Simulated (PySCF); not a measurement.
C₂H₇ClSi, SMILES ClCC[SiH3] at its GFN2-xTB optimised geometry (Å):

```
11

Si     0.7076    -1.3676    -0.0010
C     -0.0048     0.4015     0.0000
C     -1.5146     0.4015     0.0000
Cl    -2.1660     2.0741     0.0000
H      2.1660    -1.2713     0.0022
H      0.2411    -2.0741     1.1928
H      0.2466    -2.0699    -1.1995
H      0.3544     0.9460    -0.8746
H      0.3544     0.9449     0.8753
H     -1.9188    -0.0795    -0.8901
H     -1.9187    -0.0794     0.8902
```

Method: B3LYP/def2-TZVP run with PySCF. Cells within 0.4 Å of a nucleus heavier than hydrogen are left out (blank, or x).

Map of the electrostatic potential (hartree/e), clipped to [-0.08, 0.12] on the plane z = 0.0 Å:

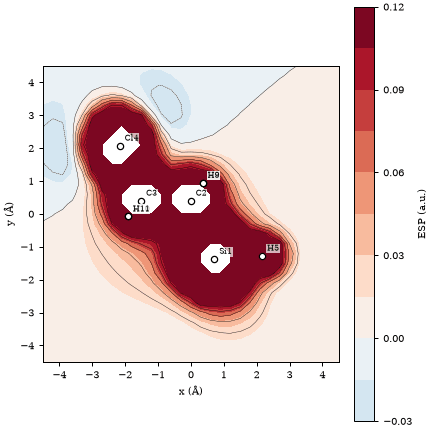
*Electrostatic potential (hartree/e), clipped to [-0.08, 0.12] on the plane z = 0.0 Å.*
